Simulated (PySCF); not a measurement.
C$_{4}$H$_{8}$F$_{2}$Si$_{3}$

```yaml
atoms:
  - { symbol: C, position_ang: [3.4093, 0.5020, -0.9366] }
  - { symbol: C, position_ang: [2.5686, -0.0519, -0.2876] }
  - { symbol: C, position_ang: [1.5159, -0.7061, 0.4470] }
  - { symbol: F, position_ang: [1.2178, 0.0099, 1.5916] }
  - { symbol: F, position_ang: [1.9408, -1.9316, 0.9112] }
  - { symbol: Si, position_ang: [-0.1503, -0.9471, -0.5550] }
  - { symbol: C, position_ang: [-0.7411, 0.8413, -0.9634] }
  - { symbol: Si, position_ang: [-2.0107, 1.1945, 0.4577] }
  - { symbol: Si, position_ang: [-1.8475, -1.0794, 1.0607] }
  - { symbol: H, position_ang: [4.1523, 0.9848, -1.4985] }
  - { symbol: H, position_ang: [0.3040, -1.7318, -1.7139] }
  - { symbol: H, position_ang: [-1.2282, 0.8731, -1.9367] }
  - { symbol: H, position_ang: [0.0661, 1.5699, -1.0149] }
  - { symbol: H, position_ang: [-3.2733, 1.7253, -0.0764] }
  - { symbol: H, position_ang: [-1.5025, 2.2085, 1.3846] }
  - { symbol: H, position_ang: [-2.9608, -1.9713, 0.7007] }
  - { symbol: H, position_ang: [-1.4674, -1.4782, 2.4195] }
```

Geometry: GFN2-xTB.

Computed with PBE0/pcSseg-1, SCF density, gas phase, non-relativistic in PySCF 2.14.0.

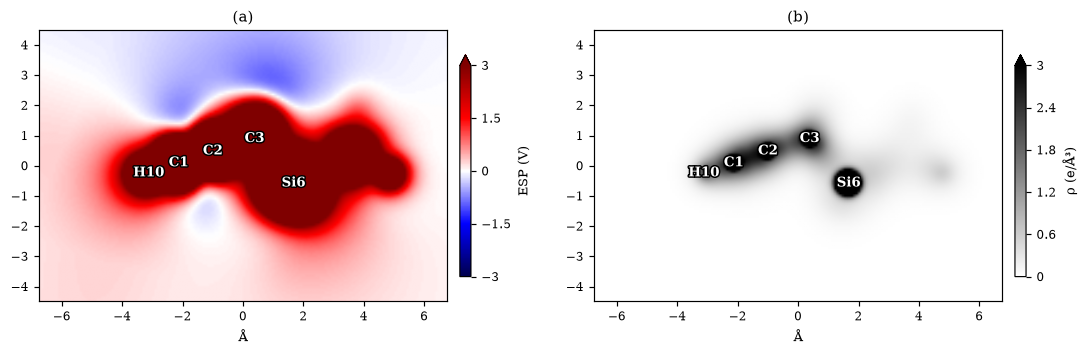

Figure 1. (a) electrostatic potential; (b) total electron density on the plane of atoms C2, C3 and Si6.

Q: Read the bonding off the picture.

A: The section cuts through C, Si and H sites. C–C (1.20 Å): ρ at the midpoint is about 2.7 e/Å³. C–H (1.05 Å): ρ is about 2.2 e/Å³ halfway. Outside the dense part of the molecule the potential is most negative (−0.9 V) near F5, which lies off the plane.

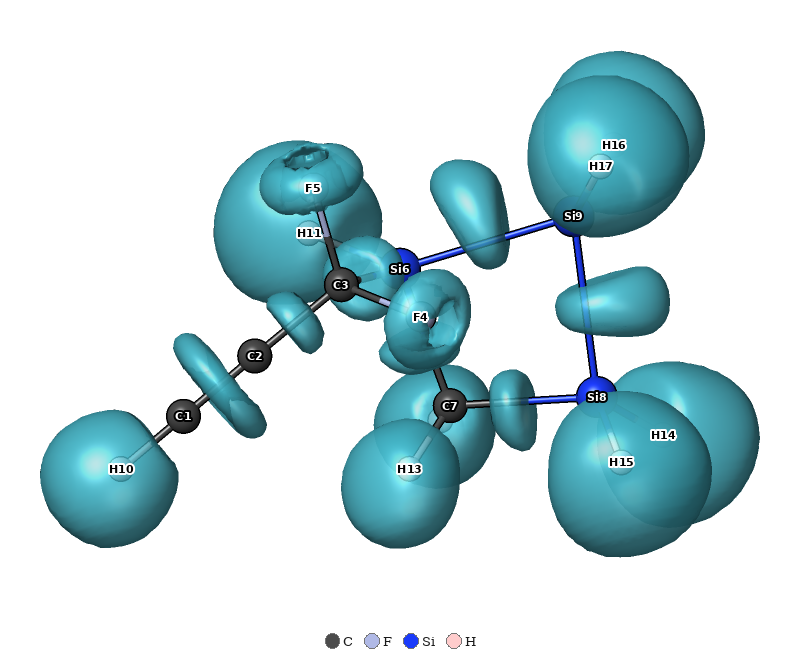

Figure 2. Isosurface of the electron localisation function at 0.85 (cyan), seen at a tilt. Only the valence region is drawn (cores and ρ < 0.01 e/Å³ removed).

Q: Describe the localisation domains.

A: The ELF exceeds this value in two regions between bonded C–C atoms (shared pairs), three regions between bonded C–Si atoms (shared pairs), two regions between bonded Si–Si atoms (shared pairs), eight regions around hydrogen nuclei and two regions wrapped around F (its lone pairs, merged into a ring or cap). Along the contacts the grid gives the following. C–C (1.20 Å): the ELF peaks at about 0.85 between the atoms: a short, multiple covalent bond. C–F (1.38 Å): the ELF peaks at about 0.85 between the atoms: a polar covalent bond.

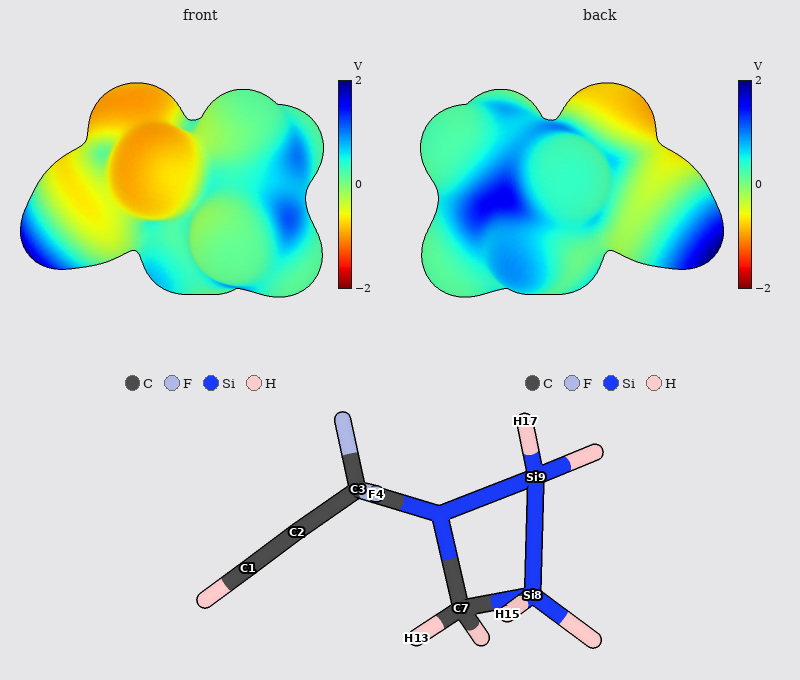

Figure 3. The electrostatic potential painted on the density surface at 0.002 e/bohr³, seen from the front and from behind; the colour scale runs from red (negative) to blue (positive). The bare structure is drawn below in the same view.

Q: Where is the surface potential most negative and most positive?

A: The most negative region (about −1.0 V) lies over F4 and F5, the most positive (about +1.9 V) over H10.
